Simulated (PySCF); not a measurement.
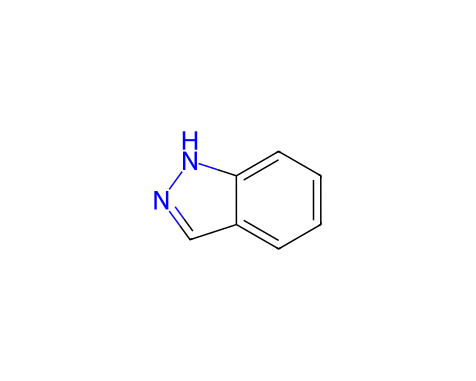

2D structure.

> Give its SMILES.

c1ccc2[nH]ncc2c1

> Give the formula, hydrogens included.

C7H6N2.

> An optimisation with GFN2-xTB gave a structure of which point group?

Cs.

More results for the same structure follow; atom numbers are the same in all pictures, views and colours differ. Computed geometry: GFN2-xTB optimisation. No frequency run is at hand to confirm it as a minimum.

**Dipole moment**

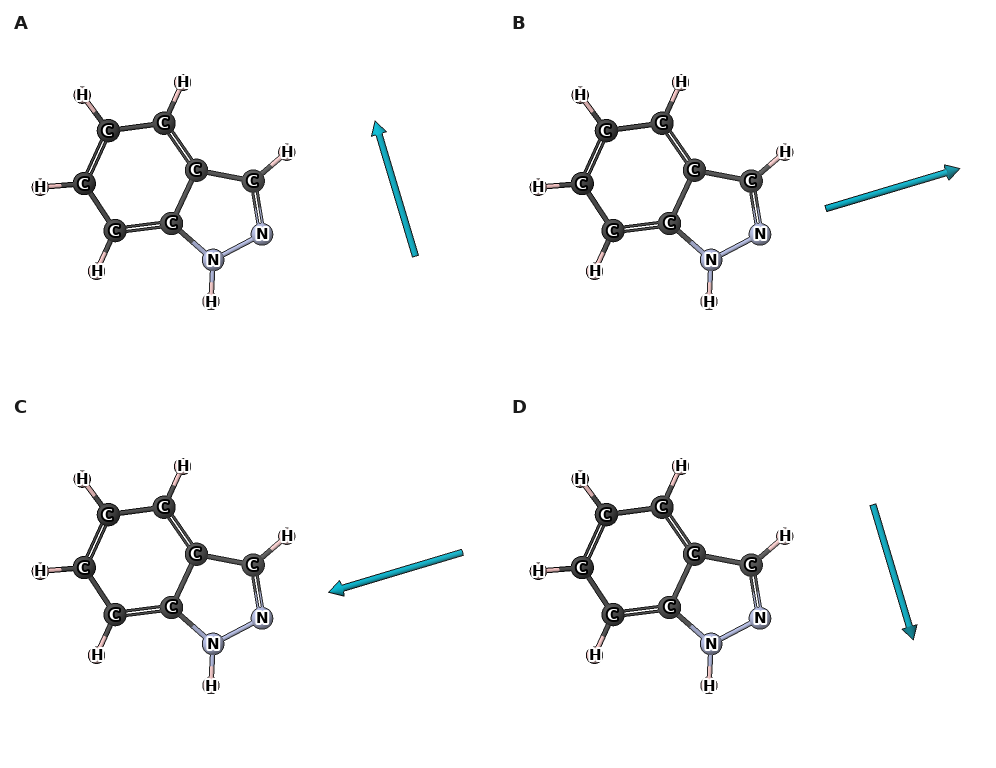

The same molecule four times, each with an arrow. No frequency run is at hand to confirm it as a minimum. Level of theory: PBE0/def2-SVPD, gas phase (PySCF 2.14.0).

> Which arrow points along the dipole moment, from the negative to the positive end?

C. The dipole moment is 1.73 D.

**Excitation**

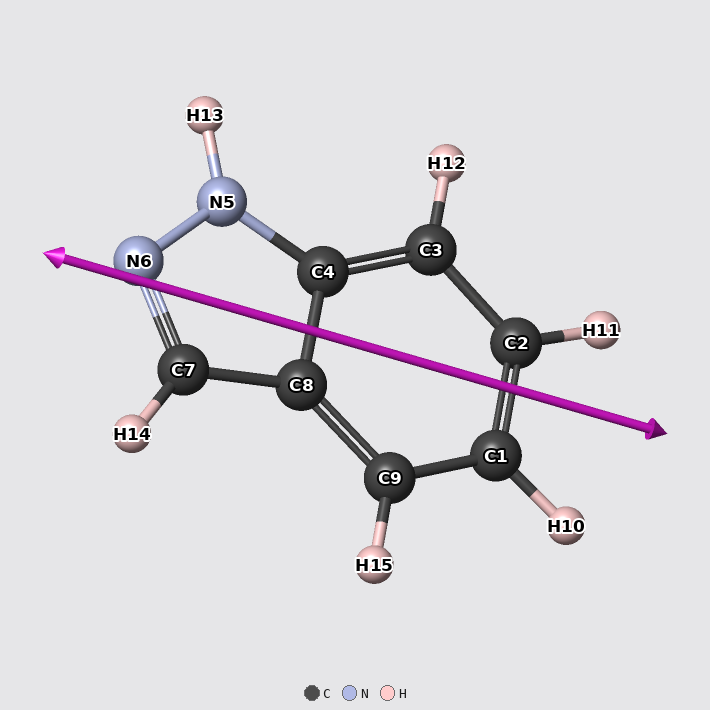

The double arrow shows the direction of the transition dipole to excited singlet state 5 (its length means nothing). No frequency run is at hand to confirm it as a minimum. Method: TDDFT PBE0/def2-SVPD, vertical, gas phase, core orbitals frozen in the response (PySCF 2.14.0).

> How is the transition polarised?

In the molecular plane, nearly parallel to the C7–C8 bond.

> Give its energy, strength and character.

6.47 eV (192 nm), oscillator strength 0.36, of mixed character, with the largest part HOMO → LUMO+1 (weight 0.34); transition dipole 3.83 D.

**Quadrupole coupling**

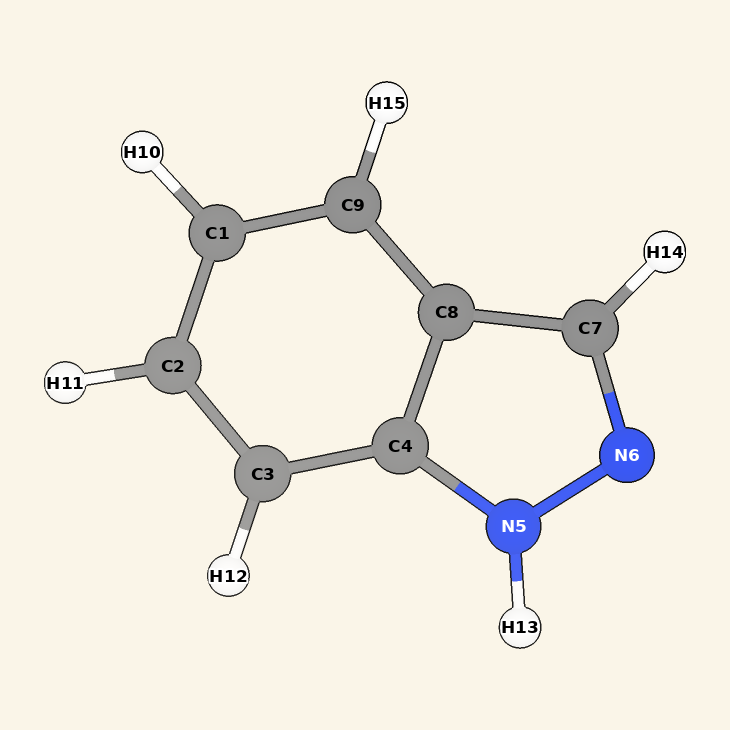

No frequency run is at hand to confirm it as a minimum. Electric field gradients from the ground-state density, B3LYP/pcJ-1 (PySCF 2.14.0), non-relativistic apart from any core potentials.

Give the largest field-gradient component, the quadrupole coupling constant and the asymmetry for 14N at N5 (Q = 20.44 mb), 14N at N6 (Q = 20.44 mb), 2H at H10 (Q = 2.86 mb), 2H at H11 (Q = 2.86 mb).

```tsv
atom	V_zz (a.u.)	e²qQ/h (MHz)	η
N5	−0.922	−4.43	0.33
N6	−1.161	−5.58	0.39
H10	0.318	0.213	0.09
H11	0.317	0.213	0.08
```

**Polarisability**

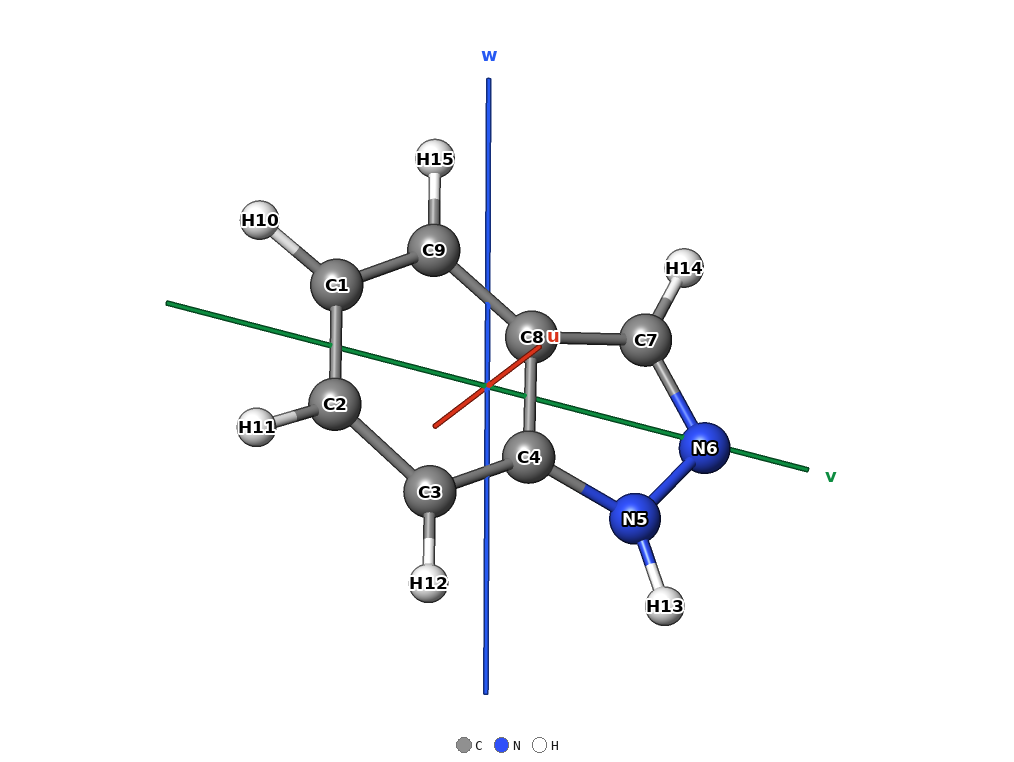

The lines u, v and w are the principal axes of the static dipole polarisability. No frequency run is at hand to confirm it as a minimum. Computed with PBE0/def2-SVPD (PySCF 2.14.0).

> Along which axis is the molecule most polarisable, and along which least?

Most along v (in the molecular plane, close to the long direction C1···N6), least along u (normal to the molecular plane).

> Give the three principal values.

u 51.5, v 122.2, w 99.1 bohr³; mean 90.9, anisotropy 62.4 bohr³.
